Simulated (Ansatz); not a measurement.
# BH2Br (SMILES BBr) at 6 levels

Aim: a comparison of 6 runs (CAM-B3LYP/STO-3G, UPBE0/STO-3G, revPBE/STO-3G, UMP2/STO-3G, CCSDT(Q)/STO-3G, CCSD(T)/STO-3G) of BH2Br. 

The results are computed with Ansatz 0.2.0.

61 further runs of the same task are left out: 2 that didn't finish, 59 set aside as unsound or not needed.

## 1. The structure to begin with

BH2Br: 4 atoms, total charge 0, spin state singlet. As SMILES, `BBr`. The H3–B1 distance was set to 2.971 Å, away from the relaxed value. At this shape a bond of the SMILES string is far longer than usual.

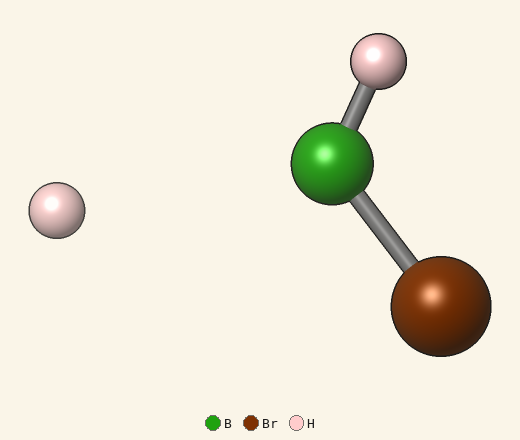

Viewed from a chosen angle; boron green, bromine brown, hydrogen pink.

## 2. The energy at CAM-B3LYP/STO-3G (run 1)

The input, molecule.yaml:

```yaml
crystal:
  periodic: [false, false, false]
  atoms:
    - {symbol: B, position_ang: [1.282077, 0.988468, -0.529808]}
    - {symbol: Br, position_ang: [2.906077, 0.600068, 0.357892]}
    - {symbol: H, position_ang: [-1.111200, -0.617300, 0.191700]}
    - {symbol: H, position_ang: [1.286477, 1.858868, -1.338808]}
basis:
  gaussian:
    orbitals: STO-3G
accuracy: high
magnetization:
  spin_polarized: false
  initial_magnetization: 0
hamiltonian:
  xc: {name: CAM-B3LYP}
```

Command:

```bash
$ ansatz run molecule.yaml --threads 1 --pin off --max-ram 2610MiB --events-out events.jsonl --progress --plain --runs-dir runs
```

Standard output:

```text
Warning: RAYON_NUM_THREADS=1 ignored (pool sized by the plan → 1); use --threads N
Functional definition: CAM-B3LYP
  name "CAM-B3LYP"
  parameter alpha = 0.19
  parameter beta = 0.46
  parameter omega = 0.33/bohr
  parameter ac = 0.81
  exchange = (1 - alpha - beta)*b88_x + beta*b88_x_sr(omega) + alpha*exact_x + beta*exact_x_lr(omega)
  correlation = (1 - ac)*vwn5_c + ac*lyp_c
340 factors; integrals over basis functions are off by at most 1.6e-8 eV
131 factors; integrals over basis functions are off by at most 1.4e-9 eV
mean field evaluation 1: about -69966.2321 eV, gradient 2.5e1 eV
mean field evaluation 2: about -69956.3469 eV, gradient 4.7e1 eV
mean field evaluation 4: about -69973.8846 eV, gradient 7.1e0 eV
mean field evaluation 8: about -69974.1893 eV, gradient 9.1e-1 eV
mean field evaluation 16: about -69974.1627 eV, gradient 2.0e-4 eV
mean field -69974.16267864 eV, -2571.5030482491 hartree, gradient 6.2e-8 eV, S^2 0.000000; 0 other end points of the search recorded, 0 dependent functions left out
reference -69974.16269182 eV, -2571.5030487334 hartree; 21, 21 occupied and 4, 4 virtual orbitals, 340 factors
Total energy: -69974.16269182 eV, -2571.5030487334 hartree
```

Run time: 1.1 s. Hardware: 1 thread of Arm Neoverse V2, shared host; peak memory 0.091 GiB.

## 3. The energy at UPBE0/STO-3G (run 2)

The input, job.yaml:

```yaml
crystal:
  periodic: [false, false, false]
  atoms:
    - {symbol: B, position_ang: [1.282077, 0.988468, -0.529808]}
    - {symbol: Br, position_ang: [2.906077, 0.600068, 0.357892]}
    - {symbol: H, position_ang: [-1.111200, -0.617300, 0.191700]}
    - {symbol: H, position_ang: [1.286477, 1.858868, -1.338808]}
basis:
  gaussian:
    orbitals: STO-3G
magnetization:
  spin_polarized: true
  initial_magnetization: 0
hamiltonian:
  xc: pbe0
accuracy: high
```

Command:

```bash
$ ansatz run job.yaml --threads 1 --pin off --max-ram 2610MiB --events-out events.jsonl --progress --plain --runs-dir runs
```

Standard output:

```text
Warning: RAYON_NUM_THREADS=1 ignored (pool sized by the plan → 1); use --threads N
Functional definition: PBE0
  name "PBE0"
  parameter a = 0.25
  parameter kappa = 0.804
  parameter beta = 0.06672455060314922
  exchange = (1 - a)*pbe_x(kappa = kappa, mu = beta*pi^2/3) + a*exact_x
  correlation = pbe_c(beta = beta)
340 factors; integrals over basis functions are off by at most 1.6e-8 eV
mean field evaluation 1: about -69958.8243 eV, gradient 1.7e1 eV
mean field evaluation 2: about -69944.3337 eV, gradient 3.9e1 eV
mean field evaluation 4: about -69961.9288 eV, gradient 1.4e1 eV
mean field evaluation 8: about -69961.8986 eV, gradient 1.4e1 eV
mean field evaluation 16: about -69966.2503 eV, gradient 7.3e-9 eV
mean field evaluation 32: about -69968.1143 eV, gradient 7.0e-1 eV
mean field -69968.10287109 eV, -2571.2803544289 hartree, gradient 9.2e-9 eV, S^2 0.966585; 3 other end points of the search recorded, 0 dependent functions left out
reference -69968.10287249 eV, -2571.2803544804 hartree; 21, 21 occupied and 4, 4 virtual orbitals, 340 factors
Total energy: -69968.10287249 eV, -2571.2803544804 hartree
```

It took 4.2 s on 1 thread of Arm Neoverse V2, shared host; peak memory 0.12 GiB.

Runs 3 to 5 aren't shown in full; the table further down has their settings and results.

## 4. The energy at CCSD(T)/STO-3G (run 6)

The input, input.yaml:

```yaml
crystal:
  periodic: [false, false, false]
  atoms:
    - {symbol: B, position_ang: [1.282077, 0.988468, -0.529808]}
    - {symbol: Br, position_ang: [2.906077, 0.600068, 0.357892]}
    - {symbol: H, position_ang: [-1.111200, -0.617300, 0.191700]}
    - {symbol: H, position_ang: [1.286477, 1.858868, -1.338808]}
basis:
  gaussian: {orbitals: STO-3G}
correlation: {method: ccsd_t, frozen_orbitals: {B: 1, Br: 9, H: 0}}
accuracy: high
scf: {omitted_lower_state_checks: [cluster_reference, increment]}
```

Command:

```bash
$ ansatz run input.yaml --threads 1 --pin off --max-ram 2610MiB --events-out events.jsonl --progress --plain --runs-dir runs
```

Standard output (excerpt; [...] marks lines left out):

```text
Warning: RAYON_NUM_THREADS=1 ignored (pool sized by the plan → 1); use --threads N
Functional definition: HF
  name "HF"
[...]
340 factors; integrals over basis functions are off by at most 1.6e-8 eV
[...]
mean field -69929.12573515 eV, -2569.8479711030 hartree, gradient 5.3e-8 eV, S^2 0.000000; 0 other end points of the search recorded, 0 dependent functions left out; unrestricted orbitals would lower it
10 core orbitals not correlated: weight in the atoms' cores, before any rotation towards them, 1.000 or more for the frozen orbitals, at most 0.000 for the correlated occupied ones
reference -69929.12573515 eV, -2569.8479711030 hartree; 11, 11 occupied and 4, 4 virtual orbitals, 340 factors
second order -4.16528065 eV of doubles, -0.00000000 eV of singles
cycle   1  -3.23080197 eV  change    -1.2e0 eV  update   1.5e-1
[...]
cycle  30  -6.14717034 eV  change    1.1e-9 eV  update  2.6e-10
perturbative correction -0.20367786 eV, -0.0074850232 hartree
WARN: these amplitudes may be one of several solutions (largest doubles amplitude 0.74, level shift 11.19 eV)
Total energy: -69935.47658336 eV, -2570.0813604697 hartree
Checks for a lower state left out: cluster_reference, increment
```

Wall time 0.24 s (1 thread of Arm Neoverse V2, shared host).

## 5. All runs side by side

| run | level | frozen core orbitals | energy (Eh) | wall time |
| --- | --- | --- | --- | --- |
| 1 | CAM-B3LYP/STO-3G | – | -2571.503049 | 1.1 s |
| 2 | UPBE0/STO-3G | – | -2571.280354 | 4.2 s |
| 3 | revPBE/STO-3G | – | -2571.268898 | 1 s |
| 4 | UMP2/STO-3G | 10 | -2570.062529 | 0.46 s |
| 5 | CCSDT(Q)/STO-3G | 10 | -2570.080829 | 0.52 s |
| 6 | CCSD(T)/STO-3G | 10 | -2570.081360 | 0.24 s |

## 6. Results

| quantity | value |
| --- | --- |
| run 6: total energy | -2570.08136 Eh |
| run 6: correlation energy (10 core orbitals frozen) | -233.4 mEh |
| run 6: (T) correction | -7.49 mEh |
| run 6: T1 diagnostic | 0.025 |

**Reading.** Totals of different functionals can't be ranked against each other. In runs 5, 6 the log says that unrestricted orbitals would lower the reference, so the values rest on an unstable closed-shell determinant (other closed-shell runs at this shape may share the fault). In runs 1, 2, 3, 4, 5, 6 the basis is minimal, so the values are rough. Spin contamination of the reference: run 4 ⟨S²⟩ = 0.99, run 2 ⟨S²⟩ = 0.97. Where it is this large, the reference is a mixture of spin states, and values that rest on it are in doubt. All runs together took 7.5 s, the longest 4.2 s.
